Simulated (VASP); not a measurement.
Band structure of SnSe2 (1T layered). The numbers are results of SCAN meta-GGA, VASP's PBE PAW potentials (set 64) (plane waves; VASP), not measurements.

The path is coarsely sampled, so an indirect gap can come out somewhat too large. Unless said otherwise, spin-orbit coupling is left out, though it shifts the bands of the heavy elements here.

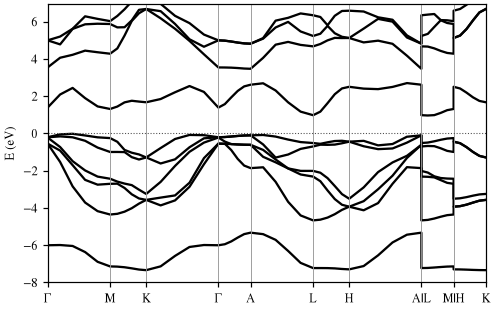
Figure. Bands along high-symmetry lines, zero at the valence-band maximum or, without a gap, the Fermi level

Read the plot: is there a gap, and where are the band edges?

The gap is indirect, 0.96 eV, from the valence maximum at (0.12, 0.00, 0.25) to the conduction minimum at L-M at 0.20.

The compound is SnSe2 in the 1T layered structure. It was relaxed first, which changed the volume by +7 %.
